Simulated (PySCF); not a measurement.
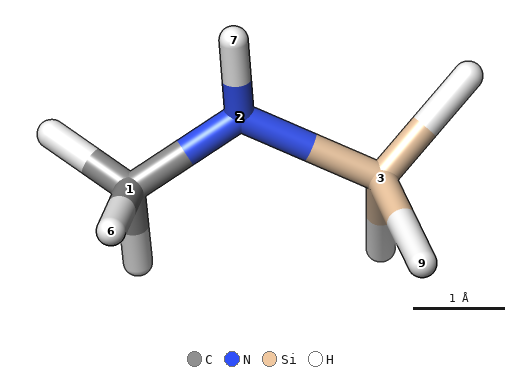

Fig. 1: The structure as given in the input (stick view, seen at a tilt; atoms are numbered from 1 in the order of the input). Bond lengths as drawn: C–H 1.09 to 1.10 Å, C–N 1.45 Å, H–N 1.01 Å, H–Si 1.49 to 1.50 Å and N–Si 1.72 Å.

**Run report: CH$_{7}$NSi, energy and gradient calculation**

- system: CH$_{7}$NSi, SMILES CN[SiH3]
- method: PBE0/def2-SVP, RKS (PySCF 2.14.0)

The geometry comes from this level: PBE0-D4/def2-TZVP. Figures and captions count atoms from 1; the log counts them from 0 in places.

Input file (job.py)
```python
# CN[SiH3]
import pyscf.grad
from pyscf import gto, dft

mol = gto.M(
    atom=[
    ('C', (-1.074200, 0.550900, -0.686800)),
    ('N', (0.329000, 0.241400, -0.516000)),
    ('Si', (0.929400, -0.683100, 0.798800)),
    ('H', (-1.308100, 0.733100, -1.739500)),
    ('H', (-1.677600, -0.304000, -0.369400)),
    ('H', (-1.409300, 1.422100, -0.108200)),
    ('H', (0.946000, 0.922900, -0.927500)),
    ('H', (0.210800, -1.985700, 0.830700)),
    ('H', (0.753100, -0.063800, 2.149000)),
    ('H', (2.383900, -0.885000, 0.571800)),
],
    verbose=3,
    spin=0,
    charge=0,
    basis='def2-svp',
    max_memory=1860,
)

calc0 = dft.RKS(mol)
calc0.xc = 'pbe0'
calc0.grids.level = 5
calc0.conv_tol = 1e-10
calc0.kernel()
if not calc0.converged:
    calc0 = calc0.newton().run(calc0.mo_coeff, calc0.mo_occ)

e_final = calc0.e_tot
print(f'total energy: {e_final:.8f} hartree')
grad = calc0.Gradients().kernel()
dip = calc0.dip_moment()
pop, q = calc0.mulliken_pop()
```

Run on 1 thread of Arm Neoverse V1, 24 GiB of memory available, shared host.

Run as:
```bash
OMP_NUM_THREADS=1 python job.py
```

What the program printed
```
converged SCF energy = -386.158860923436
total energy: -386.15886092 hartree
--------------- RKS gradients ---------------
         x                y                z
0 C    -0.0087303167     0.0016689723    -0.0005793888
1 N     0.0078331022    -0.0010396258     0.0036168401
2 Si    -0.0018072868     0.0023496039    -0.0033197588
3 H     0.0019819315    -0.0011588310     0.0055114988
4 H     0.0037631942     0.0040896458    -0.0014568998
5 H     0.0027687371    -0.0047993696    -0.0027735994
6 H    -0.0039285510    -0.0037880345     0.0025503637
7 H     0.0010958147     0.0029008339    -0.0004884746
8 H    -0.0000734754    -0.0008403384    -0.0032067567
9 H    -0.0029022078     0.0006170298     0.0001446473
----------------------------------------------
Dipole moment(X, Y, Z, Debye): -0.34600,  1.04811, -0.67611
 ** Mulliken pop  **
pop of  0 C 1s            1.98535
pop of  0 C 2s            0.88932
pop of  0 C 3s            0.12836
pop of  0 C 2px           0.63943
pop of  0 C 2py           0.72422
pop of  0 C 2pz           0.72708
pop of  0 C 3px           0.19269
pop of  0 C 3py           0.30289
pop of  0 C 3pz           0.30496
pop of  0 C 3dxy          0.01216
pop of  0 C 3dyz          0.00486
pop of  0 C 3dz^2         0.00841
pop of  0 C 3dxz          0.00926
pop of  0 C 3dx2-y2       0.00948
pop of  1 N 1s            1.98709
pop of  1 N 2s            0.96841
pop of  1 N 3s            0.49048
pop of  1 N 2px           0.72377
pop of  1 N 2py           0.86649
pop of  1 N 2pz           0.87909
pop of  1 N 3px           0.37493
pop of  1 N 3py           0.56091
pop of  1 N 3pz           0.60446
pop of  1 N 3dxy          0.00505
pop of  1 N 3dyz          0.00146
pop of  1 N 3dz^2         0.00240
pop of  1 N 3dxz          0.00281
pop of  1 N 3dx2-y2       0.00262
pop of  2 Si 1s           1.99929
pop of  2 Si 2s           1.98247
pop of  2 Si 3s           1.01161
pop of  2 Si 4s           0.18132
pop of  2 Si 2px          1.97602
pop of  2 Si 2py          1.97607
pop of  2 Si 2pz          1.97594
pop of  2 Si 3px          0.43642
pop of  2 Si 3py          0.42763
pop of  2 Si 3pz          0.42789
pop of  2 Si 4px          0.33977
pop of  2 Si 4py          0.30899
pop of  2 Si 4pz          0.25720
pop of  2 Si 3dxy         0.03365
pop of  2 Si 3dyz         0.05343
pop of  2 Si 3dz^2        0.10092
pop of  2 Si 3dxz         0.02224
pop of  2 Si 3dx2-y2      0.04606
pop of  3 H 1s            0.74713
pop of  3 H 2s            0.18931
pop of  3 H 2px           0.00339
pop of  3 H 2py           0.00547
pop of  3 H 2pz           0.01420
pop of  4 H 1s            0.74561
pop of  4 H 2s            0.18900
pop of  4 H 2px           0.00628
pop of  4 H 2py           0.01108
pop of  4 H 2pz           0.00612
pop of  5 H 1s            0.74843
pop of  5 H 2s            0.19323
pop of  5 H 2px           0.00390
pop of  5 H 2py           0.01116
pop of  5 H 2pz           0.00777
pop of  6 H 1s            0.71693
pop of  6 H 2s            0.09404
pop of  6 H 2px           0.01401
pop of  6 H 2py           0.01747
pop of  6 H 2pz           0.01510
pop of  7 H 1s            0.73728
pop of  7 H 2s            0.34822
pop of  7 H 2px           0.00234
pop of  7 H 2py           0.00616
pop of  7 H 2pz           0.00075
pop of  8 H 1s            0.73758
pop of  8 H 2s            0.36245
pop of  8 H 2px           0.00092
pop of  8 H 2py           0.00186
pop of  8 H 2pz           0.00649
pop of  9 H 1s            0.73670
pop of  9 H 2s            0.34494
pop of  9 H 2px           0.00743
pop of  9 H 2py           0.00098
pop of  9 H 2pz           0.00088
 ** Mulliken atomic charges  **
charge of    0C =      0.06152
charge of    1N =     -0.46997
charge of    2Si =      0.44307
charge of    3H =      0.04050
charge of    4H =      0.04192
charge of    5H =      0.03550
charge of    6H =      0.14244
charge of    7H =     -0.09476
charge of    8H =     -0.10930
charge of    9H =     -0.09094
```

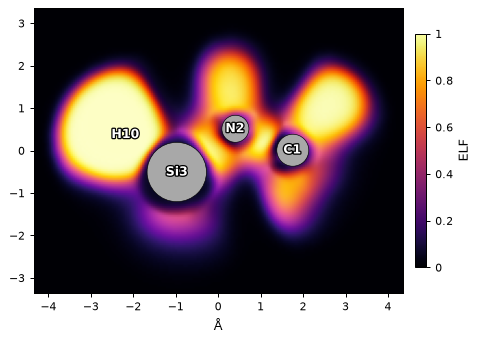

Fig. 2: ELF on the plane of atoms N2, Si3 and H10. Grey discs, where drawn, cover atomic cores. The section cuts through C, N, Si and H sites. Si–H (1.49 Å): the ELF climbs to about 1 towards the hydrogen, as it does in any bond to H.

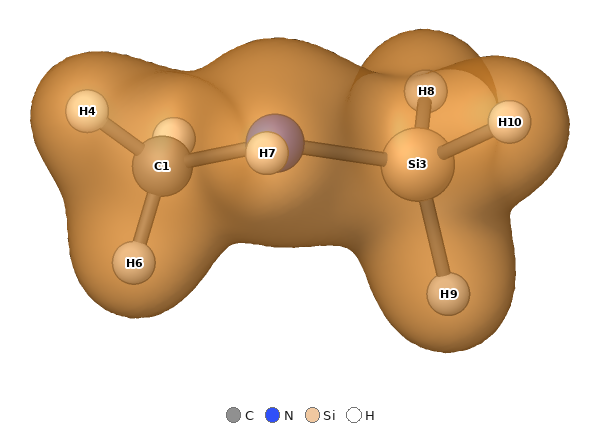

Fig. 3: Isosurface of the total electron density at 0.2 e/Å³ (orange), seen from the side. At this value the surface is in one piece. On the grid the lowest density along these lines, outside the cores, is 1.8 e/Å³ (C–N, 1.45 Å), 0.92 e/Å³ (Si–N, 1.72 Å), 2.2 e/Å³ (N–H, 1.01 Å) and 1.9 e/Å³ (C–H, 1.09 Å).

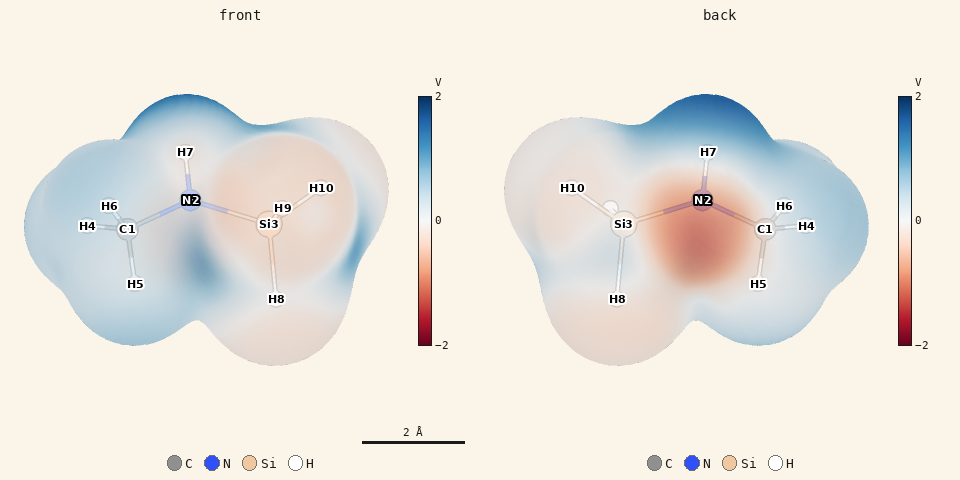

Fig. 4: The molecular electrostatic potential painted on the density surface at 0.002 e/bohr³, seen at a tilt and from behind; red is negative and blue positive. A positive charge is drawn to the negative regions and a negative charge to the positive ones.

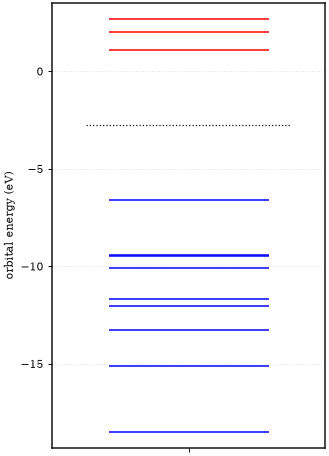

Fig. 5: Orbital energies near the frontier; the dotted line parts filled from empty levels, and levels within 0.02 eV of each other stand side by side. Highest filled −6.63 eV, lowest empty 1.07 eV, 7.70 eV apart.

Summary

| quantity | value |
| --- | --- |
| outcome | converged |
| total energy | −386.158861 hartree |
| basis functions | 81 |
| largest force | 0.458 eV/Å |
| HOMO | −6.63 eV |
| LUMO | 1.07 eV |
| dipole moment | 1.29 D |
| wall time | 25 s |
| peak memory | 0.82 GiB |
